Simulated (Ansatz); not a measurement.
## Geometry relaxation of CH₇Si₂ (charge −1)

The run: geometry relaxation of CH₇Si₂, charge −1. Method and program: RKS PBE-D4/def2-SVPD (Ansatz 0.2.0).

Figures and captions count atoms from 1; the log counts them from 0 in places.

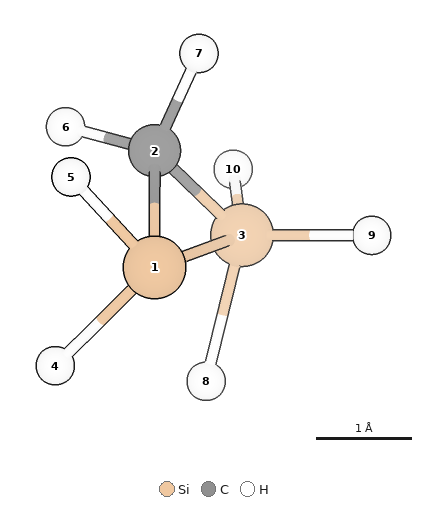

Fig. 1: The input geometry (ball-and-stick view, seen at a tilt; atoms are numbered from 1 in the order of the input). Bond lengths as drawn: C–H 1.17 to 1.18 Å, C–Si 1.46 to 1.81 Å, H–Si 1.34 to 1.66 Å and Si–Si 2.26 Å.

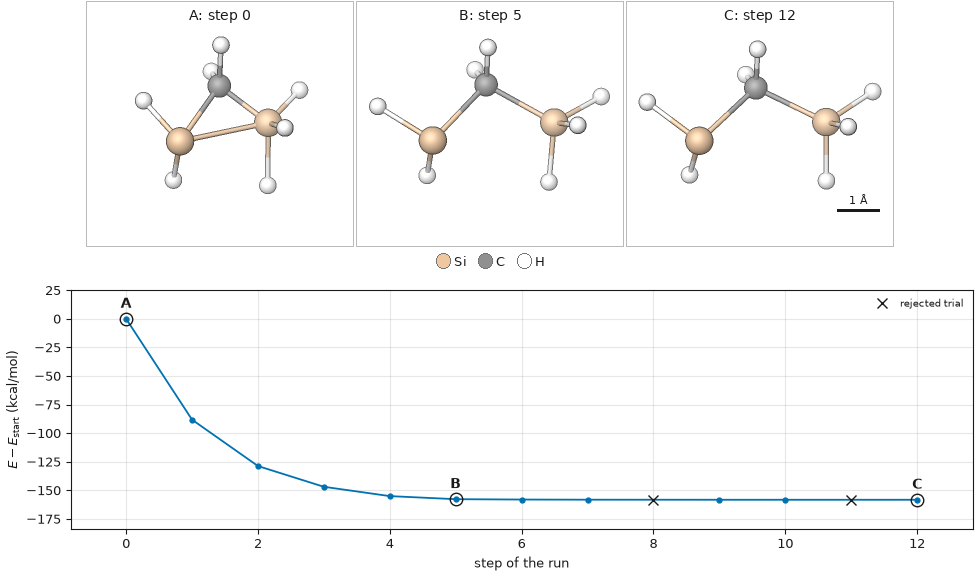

Fig. 2: Frames of the relaxation (ball-and-stick view, seen on its broad side) above the curves, on which the letters mark them (the first geometry is step 0 here and step 1 in the log).

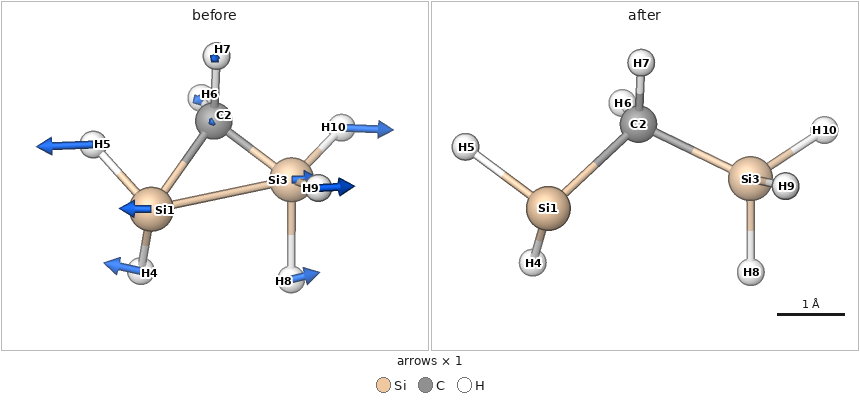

Fig. 3: Before (left) and after (right) the relaxation, at one scale (ball-and-stick view, seen on its broad side). The blue arrows give the displacements, at true length. After 12 geometry steps the energy has fallen by 158.2 kcal/mol. Largest force component: 16 eV/Å at the start, 0.01 eV/Å at the end. The line search rejected the trial steps at points 8, 11 (counted from 0) and went back. H5 moves most after the best rigid fit: 0.87 Å. Largest moves by element: H 0.87 Å, Si 0.50 Å, C 0.09 Å. Distances before and after: Si1–Si3 2.264 → 3.144 Å, C2–Si3 1.463 → 1.865 Å, Si1–H5 1.338 → 1.563 Å, Si1–C2 1.814 → 2.015 Å. Bonds break: Si1–Si3 (2.26 → 3.14 Å). Among the angles that change: C2–Si1–H5 72.6° → 95.7°, C2–Si3–H10 93.2° → 115.0°, Si1–C2–Si3 86.7° → 108.2°. (Atoms are counted from 1 in the order of the input.)

The input that produced these results follows, with the program's output.

Input file
```yaml
crystal:
  periodic: [false, false, false]
  atoms:
    - {symbol: Si, position_ang: [-1.334255, 0.634418, 0.003679]}
    - {symbol: C, position_ang: [0.420137, 0.427021, -0.406836]}
    - {symbol: Si, position_ang: [0.480419, -0.525890, 0.701205]}
    - {symbol: H, position_ang: [-1.811683, -0.776691, -0.728933]}
    - {symbol: H, position_ang: [-1.093456, 1.354582, -1.098455]}
    - {symbol: H, position_ang: [0.806241, -0.054787, -1.403746]}
    - {symbol: H, position_ang: [1.012855, 1.439066, -0.239889]}
    - {symbol: H, position_ang: [-0.491792, -1.813580, 0.770660]}
    - {symbol: H, position_ang: [0.299560, 0.271898, 2.039326]}
    - {symbol: H, position_ang: [1.711975, -0.956039, 0.362989]}
basis:
  gaussian: {orbitals: def2-SVPD}
total_charge: -1
hamiltonian: {xc: pbe, dispersion: d4}
relax: {f_tol: 0.03, max_steps: 250}
```

Command:
```bash
ansatz run in.yaml --threads 2 --pin off --events-out ev --progress --plain --max-ram 4352MiB
```

The program's output
```
Functional definition: PBE
  name "PBE"
  cite "Perdew, Burke & Ernzerhof, Phys. Rev. Lett. 77, 3865 (1996) doi:10.1103/PhysRevLett.77.3865"
  parent pbe
  parameter kappa = 0.804
  parameter beta = 0.06672455060314922
  exchange = pbe_x(kappa = kappa, mu = beta*pi^2/3)
  correlation = pbe_c(beta = beta)
1073 factors; their error is unknown
mean field evaluation 1: about -16878.1611 eV, gradient 4.6e1 eV
mean field evaluation 2: about -16856.3076 eV, gradient 9.2e1 eV
mean field evaluation 4: about -16883.4545 eV, gradient 5.6e0 eV
mean field evaluation 8: about -16883.5715 eV, gradient 1.6e-1 eV
mean field evaluation 16: about -16883.5716 eV, gradient 2.1e-5 eV
mean field -16883.57155268 eV, -620.4598104650 hartree, gradient 2.1e-5 eV, S^2 0.000000; 0 other end points of the search recorded, 0 dependent functions left out
the calculation of the forces begins
reference -16883.57160238 eV, -620.4598122915 hartree; 21, 21 occupied and 103, 103 virtual orbitals, 1073 factors
relax step   1: F+E_penalty+E_count = -16883.85758550 eV  Δ(F+E_penalty+E_count) = +0.000e0 eV  max|allowed force component| = 1.617e1 eV/Å  Δτ_max = 0.0000 Å  (28 SCF iters, accepted)
these checks for a lower state are left out or cut short: starts, cluster_reference, orbital_swaps, neighbouring_geometries, increment
1073 factors; their error is unknown
mean field -16887.40506852 eV, -620.6006895737 hartree, gradient 1.6e-5 eV, S^2 0.000000; 0 other end points of the search recorded, 0 dependent functions left out
[... from here on the field's lines of each further geometry are left out, up to the last ...]
relax step   2: F+E_penalty+E_count = -16887.68277961 eV  Δ(F+E_penalty+E_count) = -3.825e0 eV  max|allowed force component| = 7.182e0 eV/Å  Δτ_max = 0.1938 Å  (35 SCF iters, accepted)
relax step   3: F+E_penalty+E_count = -16889.43960732 eV  Δ(F+E_penalty+E_count) = -1.757e0 eV  max|allowed force component| = 2.223e0 eV/Å  Δτ_max = 0.1949 Å  (30 SCF iters, accepted)
relax step   4: F+E_penalty+E_count = -16890.22617542 eV  Δ(F+E_penalty+E_count) = -7.866e-1 eV  max|allowed force component| = 6.994e-1 eV/Å  Δτ_max = 0.1948 Å  (30 SCF iters, accepted)
relax step   5: F+E_penalty+E_count = -16890.57967557 eV  Δ(F+E_penalty+E_count) = -3.535e-1 eV  max|allowed force component| = 7.201e-1 eV/Å  Δτ_max = 0.2000 Å  (28 SCF iters, accepted)
relax step   6: F+E_penalty+E_count = -16890.69623987 eV  Δ(F+E_penalty+E_count) = -1.166e-1 eV  max|allowed force component| = 3.240e-1 eV/Å  Δτ_max = 0.1227 Å  (28 SCF iters, accepted)
relax step   7: F+E_penalty+E_count = -16890.70987796 eV  Δ(F+E_penalty+E_count) = -1.364e-2 eV  max|allowed force component| = 6.102e-2 eV/Å  Δτ_max = 0.0503 Å  (28 SCF iters, accepted)
relax step   8: F+E_penalty+E_count = -16890.71559518 eV  Δ(F+E_penalty+E_count) = -5.717e-3 eV  max|allowed force component| = 9.607e-2 eV/Å  Δτ_max = 0.0993 Å  (28 SCF iters, accepted)
relax step   9: F+E_penalty+E_count = -16890.70898794 eV  Δ(F+E_penalty+E_count) = +6.607e-3 eV  max|allowed force component| = 2.565e-1 eV/Å  Δτ_max = 0.1279 Å  (28 SCF iters, rejected (line search))
relax step  10: F+E_penalty+E_count = -16890.71809409 eV  Δ(F+E_penalty+E_count) = -2.499e-3 eV  max|allowed force component| = 5.938e-2 eV/Å  Δτ_max = 0.0628 Å  (28 SCF iters, accepted)
relax step  11: F+E_penalty+E_count = -16890.71821649 eV  Δ(F+E_penalty+E_count) = -1.224e-4 eV  max|allowed force component| = 3.880e-2 eV/Å  Δτ_max = 0.0174 Å  (29 SCF iters, accepted)
relax step  12: F+E_penalty+E_count = -16890.71804445 eV  Δ(F+E_penalty+E_count) = +1.720e-4 eV  max|allowed force component| = 4.641e-2 eV/Å  Δτ_max = 0.0139 Å  (28 SCF iters, rejected (line search))
the calculation of the forces begins
reference -16890.45185260 eV, -620.7126568237 hartree; 21, 21 occupied and 103, 103 virtual orbitals, 1073 factors
relax step  13: F+E_penalty+E_count = -16890.71847488 eV  Δ(F+E_penalty+E_count) = -2.584e-4 eV  max|allowed force component| = 1.035e-2 eV/Å  Δτ_max = 0.0067 Å  (24 SCF iters, accepted)
1073 factors; their error is unknown
mean field -16890.45179728 eV, -620.7126547905 hartree, gradient 9.1e-6 eV, S^2 0.000000; 1 other end points of the search recorded, 0 dependent functions left out
the calculation of the forces begins
reference -16890.45185260 eV, -620.7126568237 hartree; 21, 21 occupied and 103, 103 virtual orbitals, 1073 factors
Total energy: -16890.71853021 eV, -620.7224570450 hartree
Atom 0 at    -1.633678     0.849317    -0.324882 Å, force    -0.003649    -0.001505    -0.000432 eV/Å
Atom 1 at     0.334239     0.433237    -0.442742 Å, force     0.010349    -0.002304    -0.005743 eV/Å
Atom 2 at     0.770028    -0.720779     0.955817 Å, force    -0.000326    -0.000670     0.001539 eV/Å
Atom 3 at    -2.089155    -0.421675    -1.106746 Å, force    -0.003158     0.001222     0.001926 eV/Å
Atom 4 at    -1.675814     1.757046    -1.596760 Å, force     0.001177    -0.000026    -0.000878 eV/Å
Atom 5 at     0.648969     0.006088    -1.420110 Å, force    -0.003081     0.001842     0.003516 eV/Å
Atom 6 at     0.902339     1.378112    -0.293152 Å, force    -0.001189     0.000216     0.001590 eV/Å
Atom 7 at    -0.137650    -1.927944     1.032503 Å, force     0.001752     0.000793    -0.001132 eV/Å
Atom 8 at     0.701407    -0.042072     2.304542 Å, force    -0.000681    -0.000470    -0.000920 eV/Å
Atom 9 at     2.179317    -1.311334     0.891530 Å, force    -0.001193     0.000901     0.000533 eV/Å
Dipole moment:     0.941429    -0.343240     0.133063 e Å
```

Trajectory as extended XYZ (Å, eV, eV/Å), 10 of the 13 frames kept, from step=1 to step=13
```
10
Properties=species:S:1:pos:R:3:forces:R:3 step=1 energy=-16883.85759
Si   -1.3343    0.6344    0.0037   -6.0338  -0.8540   1.4640
C     0.4201    0.4270   -0.4068    2.9682  12.2870 -14.9036
Si    0.4804   -0.5259    0.7012   -0.1821 -12.0309  16.1725
H    -1.8117   -0.7767   -0.7289    0.0603   1.1344   0.1369
H    -1.0935    1.3546   -1.0985   -1.2549   3.1664  -4.1101
H     0.8062   -0.0548   -1.4037   -0.7379   1.0156   1.0414
H     1.0129    1.4391   -0.2399   -1.1189  -1.7010  -0.3395
H    -0.4918   -1.8136    0.7707    0.8762   0.8275   0.1318
H     0.2996    0.2719    2.0393    0.7059  -0.8506  -0.1280
H     1.7120   -0.9560    0.3630    4.7170  -2.9945   0.5345
10
Properties=species:S:1:pos:R:3:forces:R:3 step=2 energy=-16887.68278
Si   -1.4042    0.6433   -0.0494   -2.9656  -0.1060   0.2269
C     0.4295    0.4558   -0.4374    1.4073   4.9944  -6.5011
Si    0.5172   -0.5766    0.7764    0.6916  -5.3027   7.1818
H    -1.8266   -0.7284   -0.7483   -0.0672   0.6144  -0.0923
H    -1.2240    1.4509   -1.2045   -1.3538   1.7561  -2.1282
H     0.7929   -0.0123   -1.4053   -0.4436   0.5835   0.3826
H     0.9884    1.4260   -0.2642   -0.5051  -0.6717  -0.1055
H    -0.4495   -1.7993    0.8000    0.5067   0.4524   0.1241
H     0.3515    0.2200    2.0758    0.5284  -0.6050   0.1154
H     1.8247   -1.0795    0.4569    2.2012  -1.7153   0.7964
10
Properties=species:S:1:pos:R:3:forces:R:3 step=4 energy=-16890.22617
Si   -1.5077    0.7103   -0.1597   -0.2099   0.3141  -0.2643
C     0.4420    0.4780   -0.4786   -0.3149   0.3539  -0.3413
Si    0.6423   -0.6624    0.8918    0.4529  -0.6071   0.4591
H    -1.8745   -0.6509   -0.8276   -0.1524   0.1627  -0.2344
H    -1.5243    1.6118   -1.3917   -0.6994   0.2921  -0.4614
H     0.7528    0.0383   -1.4429   -0.0246   0.1187  -0.1987
H     0.9729    1.4257   -0.2778    0.0604   0.1072  -0.0488
H    -0.3790   -1.7829    0.8493    0.1894  -0.0189   0.1616
H     0.4685    0.1192    2.1652    0.3409  -0.2647   0.2889
H     2.0069   -1.2873    0.6720    0.3575  -0.4580   0.6394
10
Properties=species:S:1:pos:R:3:forces:R:3 step=5 energy=-16890.57968
Si   -1.5111    0.7544   -0.2617   -0.7201   0.2118   0.1837
C     0.4110    0.4798   -0.4550    0.1224   0.4243  -0.6521
Si    0.6930   -0.6791    0.9111    0.2193  -0.5615   0.5056
H    -1.9095   -0.5962   -0.9295   -0.0576   0.1063  -0.1516
H    -1.6580    1.6562   -1.5044   -0.2061   0.0790  -0.2563
H     0.7019    0.0923   -1.4498    0.1359  -0.0667  -0.0652
H     0.9373    1.4383   -0.2796    0.0682   0.0480   0.0546
H    -0.3285   -1.7942    0.9421    0.0763  -0.0200   0.0333
H     0.6239    0.0199    2.2426    0.1573  -0.0504   0.1118
H     2.0400   -1.3714    0.7841    0.2045  -0.1709   0.2360
10
Properties=species:S:1:pos:R:3:forces:R:3 step=6 energy=-16890.69624
Si   -1.5679    0.7958   -0.2950   -0.3240   0.1172   0.0045
C     0.3890    0.4841   -0.4554    0.0956   0.0720  -0.1213
Si    0.7319   -0.7029    0.9309    0.0850  -0.1006   0.0478
H    -1.9791   -0.5280   -1.0040   -0.0134  -0.0083  -0.0306
H    -1.7361    1.6611   -1.5827    0.0043   0.0316  -0.0246
H     0.7144    0.1047   -1.4463    0.0459  -0.0744  -0.0069
H     0.9275    1.4362   -0.2649    0.0220   0.0252   0.0407
H    -0.2870   -1.8157    0.9785    0.0297  -0.0423   0.0422
H     0.7233   -0.0245    2.2783    0.0100   0.0074   0.0360
H     2.0842   -1.4109    0.8606    0.0448  -0.0279   0.0122
10
Properties=species:S:1:pos:R:3:forces:R:3 step=8 energy=-16890.71560
Si   -1.6217    0.8508   -0.3322   -0.0411   0.0142  -0.0043
C     0.3465    0.4526   -0.4378   -0.0361   0.0157  -0.0186
Si    0.7523   -0.7234    0.9527    0.0961   0.0599  -0.0366
H    -2.0730   -0.4530   -1.0596    0.0049   0.0028  -0.0136
H    -1.6904    1.7164   -1.6333    0.0079  -0.0099   0.0105
H     0.6895    0.0473   -1.4147   -0.0250  -0.0397  -0.0100
H     0.8992    1.4024   -0.2682    0.0215  -0.0027   0.0500
H    -0.1874   -1.9055    1.0301    0.0172   0.0096   0.0024
H     0.7346   -0.0528    2.3072   -0.0325  -0.0040   0.0002
H     2.1505   -1.3348    0.8557   -0.0127  -0.0458   0.0201
10
Properties=species:S:1:pos:R:3:forces:R:3 step=9 energy=-16890.70899 accepted=F
Si   -1.6333    0.8367   -0.3076   -0.0849  -0.1437  -0.0261
C     0.3223    0.4113   -0.4589    0.2425   0.0100  -0.1900
Si    0.7859   -0.7072    0.9552   -0.1345  -0.2376   0.1599
H    -2.0871   -0.3937   -1.1614   -0.0398   0.0352   0.0649
H    -1.6572    1.7898   -1.5340   -0.0231   0.1004  -0.0870
H     0.6242   -0.0310   -1.4437   -0.0745   0.0952   0.2565
H     0.8853    1.3645   -0.3385    0.0112  -0.0191  -0.0104
H    -0.1101   -1.9302    1.0458    0.0613   0.0467  -0.0492
H     0.6697   -0.0483    2.3139    0.0442   0.0647  -0.0815
H     2.2005   -1.2919    0.9293   -0.0025   0.0483  -0.0371
10
Properties=species:S:1:pos:R:3:forces:R:3 step=10 energy=-16890.71809
Si   -1.6336    0.8465   -0.3273   -0.0137  -0.0084   0.0086
C     0.3351    0.4341   -0.4424    0.0328  -0.0182  -0.0594
Si    0.7723   -0.7189    0.9565   -0.0260  -0.0342   0.0169
H    -2.1000   -0.4232   -1.1078    0.0244   0.0139   0.0079
H    -1.6748    1.7550   -1.5973   -0.0013   0.0053  -0.0110
H     0.6600    0.0085   -1.4193   -0.0299   0.0174   0.0461
H     0.8977    1.3823   -0.2918   -0.0058  -0.0054   0.0062
H    -0.1399   -1.9246    1.0343    0.0158   0.0195  -0.0020
H     0.7048   -0.0420    2.3075    0.0088  -0.0051  -0.0188
H     2.1785   -1.3176    0.8876   -0.0051   0.0151   0.0057
10
Properties=species:S:1:pos:R:3:forces:R:3 step=12 energy=-16890.71804 accepted=F
Si   -1.6312    0.8454   -0.3249   -0.0284   0.0464   0.0243
C     0.3362    0.4332   -0.4437   -0.0074  -0.0264  -0.0086
Si    0.7694   -0.7188    0.9566    0.0153  -0.0216   0.0011
H    -2.0962   -0.4199   -1.1097    0.0224  -0.0038  -0.0046
H    -1.6744    1.7609   -1.5913   -0.0013  -0.0058  -0.0006
H     0.6406    0.0026   -1.4222    0.0264  -0.0048  -0.0005
H     0.9114    1.3742   -0.2969   -0.0228   0.0084  -0.0071
H    -0.1314   -1.9311    1.0296   -0.0065   0.0028  -0.0017
H     0.6948   -0.0424    2.3060   -0.0038   0.0051  -0.0042
H     2.1808   -1.3042    0.8965    0.0062  -0.0005   0.0019
10
Properties=species:S:1:pos:R:3:forces:R:3 step=13 energy=-16890.71848
Si   -1.6337    0.8493   -0.3249   -0.0036  -0.0015  -0.0004
C     0.3342    0.4332   -0.4427    0.0103  -0.0023  -0.0057
Si    0.7700   -0.7208    0.9558   -0.0003  -0.0007   0.0015
H    -2.0892   -0.4217   -1.1067   -0.0032   0.0012   0.0019
H    -1.6758    1.7570   -1.5968    0.0012   0.0000  -0.0009
H     0.6490    0.0061   -1.4201   -0.0031   0.0018   0.0035
H     0.9023    1.3781   -0.2932   -0.0012   0.0002   0.0016
H    -0.1376   -1.9279    1.0325    0.0018   0.0008  -0.0011
H     0.7014   -0.0421    2.3045   -0.0007  -0.0005  -0.0009
H     2.1793   -1.3113    0.8915   -0.0012   0.0009   0.0005
```

Results in brief

| quantity | value |
| --- | --- |
| outcome | converged |
| total energy | −16890.7185 eV |
| mean-field energy | −16890.4519 eV |
| dispersion energy | −0.2667 eV |
| SCF solution under orbital rotations | stable |
| largest force (length of the vector) at the end | 0.012 eV/Å |
| hardware | 2 threads of Arm Neoverse V1, 23 GiB of memory available, shared host |
| wall time | 29 s (CPU time 56 s) |
| peak memory | 0.15 GiB |
